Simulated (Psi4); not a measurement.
# One shape, several levels: triplet CH6O3Sn

Aim: a comparison of 5 runs (U-r2SCAN/def2-SVP, UB3LYP/def2-SVP, UBHLYP/def2-SVP, UM06-L/def2-SVP, UTPSS/def2-SVP) of triplet CH6O3Sn. 

The results are computed with Psi4 1.11.

1 further run of the same task is left out (set aside as unsound or not needed). Runs told in other sessions of the task aren't counted.

## 1. The structure to begin with

The species is CH6O3Sn (11 atoms), meant as a triplet with charge 0. As SMILES of the parent species, `C[Sn](O)(O)O`. The coordinates come from a PBE0-D4/def2-TZVP relaxation. This is one conformer, not always the lowest. That shape belongs to the parent species and isn't relaxed for this state.

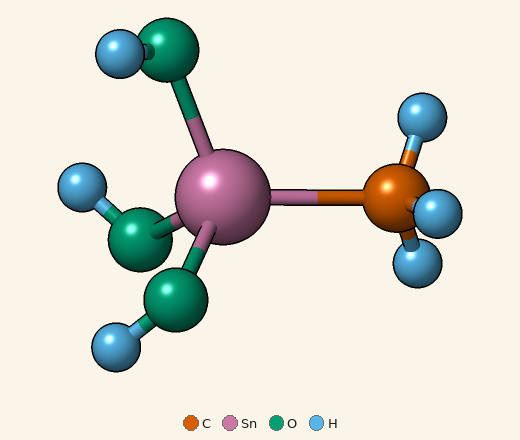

Viewed from a chosen angle; carbon orange, tin pink, oxygen teal, hydrogen blue.

## 2. A single-point energy at U-r2SCAN/def2-SVP (core potential) (run 1)

ch6o3sn.xyz reads:

```xyz
11
CH6O3Sn
C     -1.634780     0.821450     0.161210
Sn     0.242220    -0.121540    -0.023890
O      0.658370    -1.274060     1.505120
O      1.718000     1.160190    -0.160160
O      0.358560    -1.259930    -1.614460
H     -1.512400     1.751180     0.714920
H     -2.026840     1.031120    -0.832930
H     -2.314250     0.158830     0.695300
H      1.532360    -1.093390     1.861260
H      2.293460     0.964390    -0.904370
H      0.685300    -2.138250    -1.402000
```

calc.py reads:

```python
import psi4

psi4.set_memory(2200000000)
psi4.set_num_threads(1)
psi4.set_output_file('run.log', False)

with open('ch6o3sn.xyz') as f:
    atoms = ''.join(f.readlines()[2:])
geom = psi4.geometry('0 3\n' + atoms + 'symmetry c1\nno_reorient\nno_com')

psi4.set_options({
    'basis': 'def2-SVP',
    'reference': 'uks',
    'puream': True,
    'e_convergence': 1e-09,
    'd_convergence': 1e-08,
    'scf_type': 'pk',
    'dft_radial_points': 99,
    'dft_spherical_points': 590,
    'maxiter': 100,
})

E, wfn = psi4.energy('r2scan', return_wfn=True)
psi4.oeprop(wfn, 'QUADRUPOLE', 'MULLIKEN_CHARGES', 'WIBERG_LOWDIN_INDICES', title='R2SCAN')
print(f'r2scan energy: {E:.10f} Eh')
for k, v in sorted(psi4.core.scalar_variables().items()):
    print(f'{k:45s} {v:18.10f}')
```

Run with:

```sh
python calc.py
```

run.log:

```text
[...]
  Running in c1 symmetry.
[...]
  Nuclear repulsion =  302.222051701947294
[...]
  Multiplicity = 3
[...]
  Nalpha       = 30
  Nbeta        = 28
[...]
    Number of basis functions: 112
[...]
   @UKS iter   1:  -480.58593601311691   -1.12610e+00   1.08451e-02 DIIS/ADIIS
[...]
   @UKS iter  24:  -481.26016074988297   -7.50333e-12   3.99626e-09 DIIS
[...]
   @S^2 Observed:                2.008368974E+00
[...]
  @UKS Final Energy:  -481.26016074988297
   => Energetics <=
    Nuclear Repulsion Energy =            302.2220517019472936
    One-Electron Energy =               -1344.7338300600113143
    Two-Electron Energy =                 612.7687075566983594
    DFT Exchange-Correlation Energy =     -51.5170899485173024
    Empirical Dispersion Energy =           0.0000000000000000
    VV10 Nonlocal Energy =                  0.0000000000000000
    Total Energy =                       -481.2601607498829708
  UHF NO Occupations:
  HONO-2 :   28  A 1.9986583
  HONO-1 :   29  A 1.0000000
[...]
 Multipole Moments:
 ------------------------------------------------------------------------------------
     Multipole            Electronic (a.u.)      Nuclear  (a.u.)        Total (a.u.)
 ------------------------------------------------------------------------------------
 L = 1.  Multiply by 2.5417464519 to convert [e a0] to [Debye]
 Dipole X            :        -30.2896091           30.3437670            0.0541580
 Dipole Y            :         15.2067519          -15.2344051           -0.0276532
 Dipole Z            :          2.9842793           -2.9898113           -0.0055320
 Magnitude           :                                                    0.0610605
 L = 2.  Multiply by 1.3450342976 to convert [e a0^2] to [Debye ang]
 Quadrupole XX       :       -265.3284061          233.0584661          -32.2699400
 Quadrupole XY       :         29.5987467          -32.5640233           -2.9652766
[...]
  Mulliken Charges: (a.u.)
   Center  Symbol    Alpha    Beta     Spin     Total
       1     C     3.29670  2.92069  0.37601 -0.21739
       2    SN    10.96298 10.44042  0.52256  0.59660
       3     O     4.34089  4.02636  0.31453 -0.36724
       4     O     4.34092  4.02624  0.31467 -0.36716
       5     O     4.34091  4.02623  0.31468 -0.36714
       6     H     0.46335  0.45704  0.00630  0.07961
       7     H     0.46334  0.45705  0.00629  0.07961
       8     H     0.46334  0.45705  0.00630  0.07961
       9     H     0.44251  0.39631  0.04619  0.16118
      10     H     0.44252  0.39631  0.04621  0.16118
      11     H     0.44256  0.39631  0.04625  0.16113
[...]
```

The script printed:

```text
r2scan energy: -481.2601607499 Eh
CURRENT ENERGY                                   -481.2601607499
CURRENT REFERENCE ENERGY                         -481.2601607499
DD SOLVATION ENERGY                                 0.0000000000
DFT FUNCTIONAL TOTAL ENERGY                      -481.2601607499
DFT TOTAL ENERGY                                 -481.2601607499
DFT VV10 ENERGY                                     0.0000000000
DFT XC ENERGY                                     -51.5170899485
GRID ELECTRONS ALPHA                               29.9999993216
GRID ELECTRONS BETA                                27.9999993475
GRID ELECTRONS TOTAL                               57.9999986691
NUCLEAR REPULSION ENERGY                          302.2220517019
ONE-ELECTRON ENERGY                             -1344.7338300600
PCM POLARIZATION ENERGY                             0.0000000000
PE ENERGY                                           0.0000000000
SCF ITERATION ENERGY                             -481.2601607499
SCF ITERATIONS                                     24.0000000000
SCF TOTAL ENERGY                                 -481.2601607499
TWO-ELECTRON ENERGY                               612.7687075567
XC GRID RADIAL POINTS                              99.0000000000
XC GRID SPHERICAL POINTS                          590.0000000000
XC GRID TOTAL POINTS                           608728.0000000000
```

Wall time 1.7 min (1 thread of Intel Xeon 6975P-C (Granite Rapids), shared host); peak memory 0.91 GiB.

## 3. Energy and gradient at UB3LYP/def2-SVP (core potential) (run 2)

ch6o3sn.xyz is that of step 2.

run.py reads:

```python
import psi4

psi4.set_memory('2200 MB')
psi4.set_num_threads(1)
psi4.set_output_file('ch6o3sn.out', False)

with open('ch6o3sn.xyz') as f:
    atoms = ''.join(f.readlines()[2:])
geom = psi4.geometry('0 3\n' + atoms + 'symmetry c1\nno_reorient\nno_com')

psi4.set_options({
    'reference': 'uks',
    'puream': True,
    'e_convergence': 1e-09,
    'd_convergence': 1e-08,
    'scf_type': 'pk',
    'dft_radial_points': 99,
    'dft_spherical_points': 590,
    'maxiter': 100,
})

e_tot, wfn = psi4.gradient("b3lyp/def2-SVP", return_wfn=True)
psi4.oeprop(wfn, "MAYER_INDICES", "MULLIKEN_CHARGES", "QUADRUPOLE")
print('gradient / Eh bohr^-1')
print(e_tot.np.round(6))
print(f'energy = {wfn.energy():.10f} Eh')
for k, v in sorted(psi4.core.scalar_variables().items()):
    print(f'{k:45s} {v:18.10f}')
```

Run with:

```sh
python run.py
```

ch6o3sn.out:

```text
[...]
  Running in c1 symmetry.
[...]
  Nuclear repulsion =  302.222051701947294
[...]
  Multiplicity = 3
[...]
  Nalpha       = 30
  Nbeta        = 28
[...]
    Number of basis functions: 112
[...]
   @UKS iter   1:  -480.74147027028334   -1.26571e+00   1.07118e-02 DIIS/ADIIS
[...]
   @UKS iter  25:  -481.38173270982207   -3.58114e-12   4.16491e-09 DIIS
[...]
   @S^2 Observed:                2.011233999E+00
[...]
  @UKS Final Energy:  -481.38173270982207
   => Energetics <=
    Nuclear Repulsion Energy =            302.2220517019472936
    One-Electron Energy =               -1344.6241922837743914
    Two-Electron Energy =                 602.8586239449815594
    DFT Exchange-Correlation Energy =     -41.8382160729765715
    Empirical Dispersion Energy =           0.0000000000000000
    VV10 Nonlocal Energy =                  0.0000000000000000
    Total Energy =                       -481.3817327098221313
  UHF NO Occupations:
  HONO-2 :   28  A 1.9983753
  HONO-1 :   29  A 1.0000000
[...]
  -Total Gradient:
     Atom            X                  Y                   Z
    ------   -----------------  -----------------  -----------------
       1        0.057408548628    -0.028830860253    -0.005664803894
       2       -0.005938561535     0.002988202095     0.000582650661
       3        0.007241368939     0.035482135525    -0.039222438092
       4       -0.029574811968    -0.043434485802    -0.009766564270
       5        0.006242980489     0.016008231013     0.050577984337
       6       -0.005696353835    -0.006567032520    -0.004870114466
       7       -0.000821576168     0.000240680632     0.009922056297
       8        0.001952511735     0.008611718112    -0.004603835445
       9       -0.015406141579    -0.003085429626    -0.008805161973
      10       -0.010907985964     0.001331703505     0.014282540518
      11       -0.004542380306     0.017269969977    -0.002421185756
[...]
  Mulliken Charges: (a.u.)
   Center  Symbol    Alpha    Beta     Spin     Total
       1     C     3.25415  2.86644  0.38772 -0.12059
       2    SN    10.93994 10.47833  0.46161  0.58174
       3     O     4.33507  4.01755  0.31753 -0.35262
       4     O     4.33512  4.01738  0.31774 -0.35250
       5     O     4.33512  4.01740  0.31772 -0.35251
       6     H     0.47841  0.46591  0.01250  0.05568
       7     H     0.47841  0.46591  0.01250  0.05569
       8     H     0.47841  0.46590  0.01251  0.05569
       9     H     0.45511  0.40174  0.05337  0.14315
      10     H     0.45512  0.40173  0.05339  0.14315
      11     H     0.45515  0.40173  0.05341  0.14312
[...]
```

Standard output:

```text
gradient / Eh bohr^-1
[[ 0.057409 -0.028831 -0.005665]
 [-0.005939  0.002988  0.000583]
 [ 0.007241  0.035482 -0.039222]
 [-0.029575 -0.043434 -0.009767]
 [ 0.006243  0.016008  0.050578]
 [-0.005696 -0.006567 -0.00487 ]
 [-0.000822  0.000241  0.009922]
 [ 0.001953  0.008612 -0.004604]
 [-0.015406 -0.003085 -0.008805]
 [-0.010908  0.001332  0.014283]
 [-0.004542  0.01727  -0.002421]]
energy = -481.3817327098 Eh
CURRENT ENERGY                                   -481.3817327098
CURRENT REFERENCE ENERGY                         -481.3817327098
DD SOLVATION ENERGY                                 0.0000000000
DFT FUNCTIONAL TOTAL ENERGY                      -481.3817327098
DFT TOTAL ENERGY                                 -481.3817327098
DFT VV10 ENERGY                                     0.0000000000
DFT XC ENERGY                                     -41.8382160730
GRID ELECTRONS ALPHA                               29.9999993205
GRID ELECTRONS BETA                                27.9999993426
GRID ELECTRONS TOTAL                               57.9999986630
NUCLEAR REPULSION ENERGY                          302.2220517019
ONE-ELECTRON ENERGY                             -1344.6241922838
PCM POLARIZATION ENERGY                             0.0000000000
PE ENERGY                                           0.0000000000
SCF ITERATION ENERGY                             -481.3817327098
SCF ITERATIONS                                     25.0000000000
SCF TOTAL ENERGY                                 -481.3817327098
TWO-ELECTRON ENERGY                               602.8586239450
XC GRID RADIAL POINTS                              99.0000000000
XC GRID SPHERICAL POINTS                          590.0000000000
XC GRID TOTAL POINTS                           608728.0000000000
```

Run time: 58 s. Hardware: 1 thread of Intel Xeon 6975P-C (Granite Rapids), shared host; peak memory 0.88 GiB.

Runs 3 to 4 aren't shown in full; the table further down has their settings and results.

## 4. Energy and forces at UTPSS/def2-SVP (core potential) (run 5)

input.inp reads:

```
memory 2.2 GB

molecule {
  0 3
  C     -1.634780     0.821450     0.161210
  Sn     0.242220    -0.121540    -0.023890
  O      0.658370    -1.274060     1.505120
  O      1.718000     1.160190    -0.160160
  O      0.358560    -1.259930    -1.614460
  H     -1.512400     1.751180     0.714920
  H     -2.026840     1.031120    -0.832930
  H     -2.314250     0.158830     0.695300
  H      1.532360    -1.093390     1.861260
  H      2.293460     0.964390    -0.904370
  H      0.685300    -2.138250    -1.402000
  symmetry c1
}

set reference uks
set puream true
set e_convergence 1e-09
set d_convergence 1e-08
set scf_type pk
set dft_radial_points 99
set dft_spherical_points 590
set maxiter 100

energy_value, wavefunction = gradient('tpss/def2-SVP', return_wfn=True)
oeprop(wavefunction, 'LOWDIN_CHARGES', 'MULLIKEN_CHARGES', 'QUADRUPOLE')
print_variables()
```

Run with:

```sh
psi4 input.inp input.out -n 1
```

input.out:

```text
[...]
  Running in c1 symmetry.
[...]
  Nuclear repulsion =  302.222051701947294
[...]
  Multiplicity = 3
[...]
  Nalpha       = 30
  Nbeta        = 28
[...]
    Number of basis functions: 112
[...]
   @UKS iter   1:  -480.48311221267829   -9.59038e-01   1.16646e-02 DIIS/ADIIS
[...]
   @UKS iter  23:  -481.26997514714964   -1.64846e-12   1.07584e-09 DIIS
[...]
   @S^2 Observed:                2.005319462E+00
[...]
  @UKS Final Energy:  -481.26997514714964
   => Energetics <=
    Nuclear Repulsion Energy =            302.2220517019472936
    One-Electron Energy =               -1344.5609580320144687
    Two-Electron Energy =                 612.5838859217915342
    DFT Exchange-Correlation Energy =     -51.5149547388739961
    Empirical Dispersion Energy =           0.0000000000000000
    VV10 Nonlocal Energy =                  0.0000000000000000
    Total Energy =                       -481.2699751471496370
  UHF NO Occupations:
  HONO-2 :   28  A 1.9990753
  HONO-1 :   29  A 1.0000000
[...]
  -Total Gradient:
     Atom            X                  Y                   Z
    ------   -----------------  -----------------  -----------------
       1        0.050580040297    -0.025401392202    -0.004991028175
       2       -0.000005144521     0.000004790189     0.000003057406
       3        0.014052389335     0.039157224698    -0.039996545482
       4       -0.027573573589    -0.048349961176    -0.015450958705
       5        0.009396383452     0.011233937678     0.055844662091
       6       -0.005136472206    -0.008171008327    -0.005664744425
       7        0.000429079945    -0.000389142800     0.011170194767
       8        0.003574164454     0.009121518809    -0.005395467345
       9       -0.022469672676    -0.004602640808    -0.010725123741
      10       -0.015259136665     0.003720942541     0.019868141559
      11       -0.007635763636     0.023695919919    -0.004654234324
[...]
  Mulliken Charges: (a.u.)
   Center  Symbol    Alpha    Beta     Spin     Total
       1     C     3.25864  2.90392  0.35472 -0.16256
       2    SN    10.98160 10.48298  0.49862  0.53542
       3     O     4.32547  4.00893  0.31654 -0.33439
       4     O     4.32549  4.00884  0.31665 -0.33433
       5     O     4.32549  4.00885  0.31664 -0.33434
       6     H     0.47412  0.46346  0.01066  0.06241
       7     H     0.47412  0.46346  0.01066  0.06241
       8     H     0.47412  0.46346  0.01066  0.06242
       9     H     0.45363  0.39870  0.05494  0.14767
      10     H     0.45364  0.39869  0.05495  0.14766
      11     H     0.45367  0.39869  0.05498  0.14764
[...]
```

It took 2 min on 1 thread of Intel Xeon 6975P-C (Granite Rapids), shared host; peak memory 0.91 GiB.

## 5. Overview of the runs

```tsv
run	level	task	energy (Eh)	dipole moment (D)	HOMO energy (eV)	⟨S²⟩	wall time
1	U-r2SCAN/def2-SVP (core potential)	energy	-481.260161	0.16	-1.73	2.008	1.7 min
2	UB3LYP/def2-SVP (core potential)	gradient	-481.381733	0.00	-2.38	2.011	58 s
3	UBHLYP/def2-SVP (core potential)	gradient	-481.063509	0.70	-3.15	2.027	84 s
4	UM06-L/def2-SVP (core potential)	energy	-481.438097	0.32	-1.34	2.009	86 s
5	UTPSS/def2-SVP (core potential)	gradient	-481.269975	0.22	-1.66	2.005	2 min
```

## 6. Summary of results

| quantity | value |
| --- | --- |
| run 5: total energy | -481.26998 Eh |
| run 5: dipole moment | 0.22 D |
| run 5: HOMO energy (highest over α and β) | -1.66 eV |
| run 5: ⟨S²⟩ | 2.005 |
| run 5: largest force on an atom | 2.970 eV/Å |

The dipole moment (its size) runs from 0.00 D (UB3LYP/def2-SVP) to 0.70 D (UBHLYP/def2-SVP). Totals of different functionals can't be ranked against each other. All runs together took 7.5 min, the longest 2 min.
